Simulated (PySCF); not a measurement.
**TaO₂F: structure of the singlet**

The task is one start of a wider search on TaO₂F: the singlet, from a trigonal planar start. It is relaxed, tested by its Hessian and followed downhill if it is a saddle.

Program: PySCF 2.14.0. Level of theory: PBE0, basis Ta def2-TZVP with ECP60, O def2-TZVP, F def2-TZVP, scalar-relativistic core potentials, no spin–orbit coupling, density fitting. These are calculated values, not measurements.

## 1. Starting geometry

4 atoms, charge 0, spin multiplicity 1.

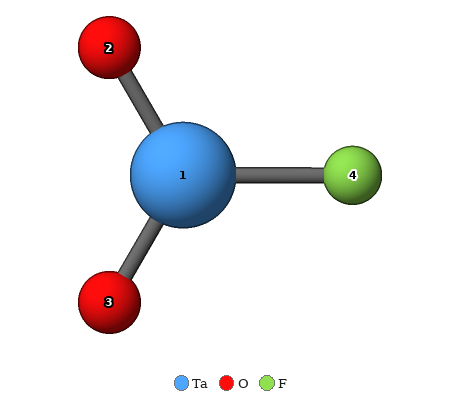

As it starts; tantalum blue, oxygen red, fluorine green; atoms are numbered from 1 in the order of the file.

```xyz
4
charge 0 multiplicity 1
Ta    0.0000    0.0000    0.0000
O    -0.9150    1.5848    0.0000
O    -0.9150   -1.5848    0.0000
F     2.1000    0.0000    0.0000
```

## 2. The SCF at the typed geometry

The steps below are one call of a driver around PySCF. For each, scf.py gives the equivalent set-up of the SCF; relaxations use the driver's own optimiser. After this first run the driver tries any further starts and a stability analysis.

scf.py

```python
from pyscf import gto, scf, dft
mol = gto.M(atom='''
Ta     0.000000     0.000000     0.000000
O     -0.915000     1.584800     0.000000
O     -0.915000    -1.584800     0.000000
F      2.100000     0.000000     0.000000''',
    basis={'Ta': 'def2-TZVP', 'O': 'def2-TZVP', 'F': 'def2-TZVP'},
    ecp={'Ta': 'def2-TZVP'},
    charge=0, spin=0)
mf = dft.RKS(mol, xc='PBE0')
mf.grids.atom_grid = (50, 194)
aux = {'Ta': 'def2-universal-JKFIT', 'O': 'def2-universal-JKFIT', 'F': 'def2-universal-JKFIT'}
mf = mf.density_fit(auxbasis=aux)
mf.conv_tol = 1e-08
mf.diis_space = 10
mf.max_cycle = 60
mf.init_guess = 'minao'
mf.verbose = 4
mf.kernel()
```

On the command line:

```bash
> OMP_NUM_THREADS=4 python axn.py task.json out
```

After this run come: Relaxation: trigonal planar start, singlet; Is it a minimum? Harmonic modes; Leaving the saddle point; Frequencies.

What does the calculation give? Wanted: minimum; geometry; wavenumbers; dipole moment; highest occupied, lowest empty level; polar-tensor charge of Ta1; zero-point energy; atomisation energy.

As calculated:

| quantity | value |
| --- | --- |
| minimum | singlet, Cs |
| geometry | Ta–F 1.891 Å, Ta–O 1.728 Å (×2); F–Ta–O 109.7° (×2), O–Ta–O 106.7° |
| wavenumbers (cm⁻¹) | 188 (a'), 231 (a''), 336 (a'), 661 (a'), 950 (a''), 1016 (a') |
| dipole moment | 5.94 D |
| highest occupied, lowest empty level | -8.34, -4.13 eV |
| polar-tensor charge of Ta1 | +2.27 e |
| zero-point energy | 20.2 kJ/mol |
| entropy at 298.15 K | 307.8 J/(mol K) |
| atomisation energy (no zero-point energy) | 1976 kJ/mol |

In words: The trigonal planar start (C2v) ends in a minimum of Cs symmetry, after a stop at a saddle point 31.0 kJ/mol higher, from which it was pushed off along an imaginary mode. In the infrared the band at 950 cm⁻¹ (a'', stretch) leads. With 5.9 D the molecule is strongly polar. Only this shape and spin were tried, so other structures or states may lie lower. With an element this heavy the missing spin–orbit coupling can shift these numbers.
